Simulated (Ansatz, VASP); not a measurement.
# Cross-check of Zr16N16O (O on ZrN(001)) between VASP and Ansatz, part 2 of 2

Wanted: the spread between two codes on one cell, functional and k mesh.  The cell is taken from a series of runs on this material, whose earlier steps may have relaxed or scaled it; both programs get it as it stands.

VASP 6.6.1 and Ansatz 0.2.0.

So far: Set-up; Ansatz: single point, PBEsol.

**3. VASP: single point, PBEsol**

Level of this step: PBEsol; plane waves and PAW (Zr_sv, N, O) (VASP).

The same cell, functional, mesh and smearing now go to VASP, with its own data sets and cutoff.

Lines of VASP's logs that name or quote its potential files are left out, and so is its time.

INCAR

```
SYSTEM = Zr16N16O
PREC = Accurate
ENCUT = 520
EDIFF = 1E-06
NELM = 100
ISMEAR = 1
SIGMA = 0.1
LREAL = Auto
ALGO = Fast
GGA = PS
NBANDS = 168
LASPH = .TRUE.
LORBIT = 11
LWAVE = .FALSE.
LCHARG = .FALSE.
NCORE = 8
ISIF = 0
LDIPOL = .TRUE.
IDIPOL = 3
DIPOL = 0.5 0.5 0.472
LVHAR = .TRUE.
```

POSCAR

```
Zr16N16O
1.0
    6.4488138400      0.0000000000      0.0000000000
    0.0000000000      6.4488138400      0.0000000000
    0.0000000000      0.0000000000     24.5400000000
Zr N O
16 16 1
Direct
    0.0000000000      0.0000000000      0.3259983700
    0.0000000000      0.5000000000      0.3259983700
    0.5000000000      0.0000000000      0.3259983700
    0.5000000000      0.5000000000      0.3259983700
    0.2500000000      0.2500000000      0.4189079000
    0.2500000000      0.7500000000      0.4189079000
    0.7500000000      0.2500000000      0.4189079000
    0.7500000000      0.7500000000      0.4189079000
    0.0058427800      0.0058427800      0.5116248100
    0.0058427800      0.4941572200      0.5116248100
    0.4941572200      0.0058427800      0.5116248100
    0.4941572200      0.4941572200      0.5116248100
    0.2500000000      0.2500000000      0.6230391700
    0.2500000000      0.7500000000      0.6006334400
    0.7500000000      0.2500000000      0.6006334400
    0.7500000000      0.7500000000      0.6012455400
    0.2500000000      0.2500000000      0.3259983700
    0.2500000000      0.7500000000      0.3259983700
    0.7500000000      0.2500000000      0.3259983700
    0.7500000000      0.7500000000      0.3259983700
    0.0000000000      0.0000000000      0.4189079000
    0.0000000000      0.5000000000      0.4189079000
    0.5000000000      0.0000000000      0.4189079000
    0.5000000000      0.5000000000      0.4189079000
    0.2500000000      0.2500000000      0.5118064700
    0.2500000000      0.7500000000      0.5125313600
    0.7500000000      0.2500000000      0.5125313600
    0.7500000000      0.7500000000      0.5151180900
    0.9960005200      0.9960005200      0.6039158500
    0.9960005200      0.5039994800      0.6039158500
    0.5039994800      0.9960005200      0.6039158500
    0.5039994800      0.5039994800      0.6039158500
    0.2500000000      0.2500000000      0.6955309700
```

KPOINTS

```
Automatic mesh
0
Gamma
4 4 1
0 0 0
```

The projector-augmented-wave data sets are Zr_sv, N and O (PBE family, release 64).

The run is started by

```
$ mpirun -np 8 vasp_std
```

Numbers of over 12 decimals in the logs are rounded to 6 here.

The program printed:

```text
[banner, memory and clock lines left out]
running    8 mpi-ranks, on    1 nodes
[...]
|                                                                             |
|           W    W    AA    RRRRR   N    N  II  N    N   GGGG   !!!           |
|           W    W   A  A   R    R  NN   N  II  NN   N  G    G  !!!           |
|           W    W  A    A  R    R  N N  N  II  N N  N  G       !!!           |
|           W WW W  AAAAAA  RRRRR   N  N N  II  N  N N  G  GGG   !            |
|           WW  WW  A    A  R   R   N   NN  II  N   NN  G    G                |
|           W    W  A    A  R    R  N    N  II  N    N   GGGG   !!!           |
|                                                                             |
|     For optimal performance we recommend to set                             |
|       NCORE = 2 up to number-of-cores-per-socket                            |
|     NCORE specifies how many cores store one orbital (NPAR=cpu/NCORE).      |
|     This setting can greatly improve the performance of VASP for DFT.       |
[...]
num prob  num prob  num prob  num prob  num prob  num prob  num prob  num prob  num prob  num prob  num prob  num prob  num prob RMM:  33    -0.343601707143E+03   -0.28335E-05   -0.10827E-05  2360   0.551E-03    0.649E-04
 num prob WARNING in EDDRMM: call to ZHEGV failed, returncode =   8  4     80
 num prob  num prob  num prob  num prob  num prob  num prob WARNING in EDDRMM: call to ZHEGV failed, returncode =   8  4     72
 num prob  num prob  num prob  num prob  num prob  num prob RMM:  34    -0.343601708957E+03   -0.18146E-05   -0.66253E-06  2192   0.463E-03    0.798E-04
 num prob  num prob  num prob  num prob  num prob  num prob WARNING in EDDRMM: call to ZHEGV failed, returncode =   6  3     71
 num prob  num prob  num prob  num prob  num prob  num prob  num prob  num prob RMM:  35    -0.343601710201E+03   -0.12437E-05   -0.48761E-06  2081   0.404E-03    0.493E-04
 num prob  num prob  num prob  num prob  num prob WARNING in EDDRMM: call to ZHEGV failed, returncode =   8  4     18
 num prob  num prob  num prob  num prob  num prob  num prob  num prob  num prob  num prob RMM:  36    -0.343601710667E+03   -0.46598E-06   -0.33320E-06  1990   0.353E-03
   1 F= -.34360171E+03 E0= -.34359905E+03  d E =-.799424E-02
```

Parts of OUTCAR (step 3):

```text
 POSITION                                       TOTAL-FORCE (eV/Angst)
 -----------------------------------------------------------------------------------
      0.00000      0.00000      8.00000         0.119549      0.119549      1.663061
      0.00000      3.22441      8.00000         0.119549     -0.119549      1.663061
      3.22441      0.00000      8.00000        -0.119549      0.119549      1.663061
      3.22441      3.22441      8.00000        -0.119549     -0.119549      1.663061
      1.61220      1.61220     10.28000        -0.000000      0.000000     -0.966007
      1.61220      4.83661     10.28000        -0.000000      0.000000      0.642923
      4.83661      1.61220     10.28000        -0.000000      0.000000      0.642923
      4.83661      4.83661     10.28000        -0.000000      0.000000     -0.139809
      0.03768      0.03768     12.55527         0.004256      0.004256     -0.014333
      0.03768      3.18673     12.55527         0.004256     -0.004256     -0.014333
      3.18673      0.03768     12.55527        -0.004256      0.004256     -0.014333
      3.18673      3.18673     12.55527        -0.004256     -0.004256     -0.014333
      1.61220      1.61220     15.28938        -0.000000      0.000000     -0.035648
      1.61220      4.83661     14.73954        -0.000000      0.000000      0.004529
[...]
-----------------------------------------------------------------------------------
    total drift:                                0.000000      0.000000     -0.004441

  FREE ENERGIE OF THE ION-ELECTRON SYSTEM (eV)
  ---------------------------------------------------
  free  energy   TOTEN  =      -343.6017106670 eV

  energy  without entropy=     -343.5937164258  energy(sigma->0) =     -343.59904592

[... 3 further parts left out ...]
[key lines of the parts left out:]
E-fermi :   2.2351
```

**4. Side by side**

Known differences besides the PAW data sets themselves: the cutoff is 420 eV in Ansatz and 520 eV in VASP (PREC = Accurate, projectors in real space); Ansatz makes its cores anew for this functional, VASP keeps those of its PBE data sets. Total energies have different zeros and are not compared.

Both answers:

| quantity | Ansatz | VASP | difference |
| --- | --- | --- | --- |
| work function, lower of the two faces (eV) | 2.44 | 2.44 | 0.00 |
| work function, higher of the two faces (eV) | 5.17 | 5.18 | -0.01 |

Forces on 10 of the 33 atoms, picked by the larger force of the two programs (eV/Å; atoms numbered as in POSCAR):

| atom | Ansatz x, y, z | VASP x, y, z |
| --- | --- | --- |
| Zr1 | 0.119, 0.119, 1.683 | 0.120, 0.120, 1.663 |
| Zr2 | 0.119, -0.119, 1.683 | 0.120, -0.120, 1.663 |
| Zr3 | -0.119, 0.119, 1.683 | -0.120, 0.120, 1.663 |
| Zr4 | -0.119, -0.119, 1.683 | -0.120, -0.120, 1.663 |
| Zr5 | 0.000, 0.000, -0.964 | 0.000, 0.000, -0.966 |
| N17 | 0.000, 0.000, -1.264 | 0.000, 0.000, -1.275 |
| N20 | 0.000, 0.000, -1.012 | 0.000, 0.000, -1.024 |
| N21 | -0.099, -0.099, -0.874 | -0.099, -0.099, -0.877 |
| N22 | -0.099, 0.099, -0.874 | -0.099, 0.099, -0.877 |
| N23 | 0.099, -0.099, -0.874 | 0.099, -0.099, -0.877 |

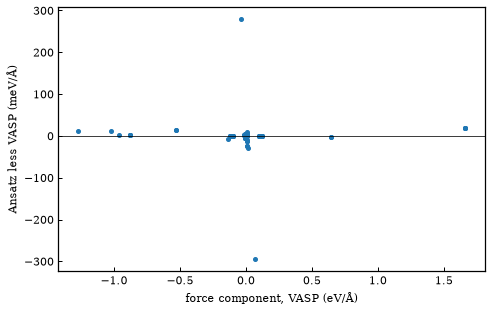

Difference of the force components against their size.

The forces differ by 41 meV/Å r.m.s., which is 9.4 % of the r.m.s. force of 0.44 eV/Å (both taken over all components).

**5. Looking for the cause**

The difference is large enough to ask for its cause, so further runs change the set-up of one program at a time, as the table lists.

```
                                                                   run  r.m.s. force difference (% of the r.m.s. force)
                                                              as above                                              9.4
VASP with the data sets Zr_sv_GW, N_GW and O_GW and a cutoff of 680 eV                                              1.6
    VASP with the data sets Zr_sv, N_h and O_h and a cutoff of 1230 eV                                              9.0
```

**6. Results**

```yaml
r_m_s_force_difference_single_point_pbesol: 9.4 % of the r.m.s. force
```

**Reading.** The r.m.s. force difference is 9.4 % of the r.m.s. force (single point, PBEsol), beyond the 3 % picked in this series as the mark of a large difference. For single point, PBEsol: with VASP with the data sets Zr_sv_GW, N_GW and O_GW and a cutoff of 680 eV the r.m.s. force difference shrinks in size, from 9.4 to 1.6 % of the r.m.s. force. Differences of this kind measure data sets and numerical settings, not the functional's error against experiment.

[Lines on the potential files, build, host, timing and source positions are cut from VASP's logs without a mark.]

[Logs are printed without paths, hosts, clocks, repeated set-up lines and the standing remarks that a program may print on its own settings, such as how far it seeks lower states.]

[Hosts, paths, dates, database ids (printed as entryN), source tags and the programs' standing remarks are cut or masked in the printed files.]
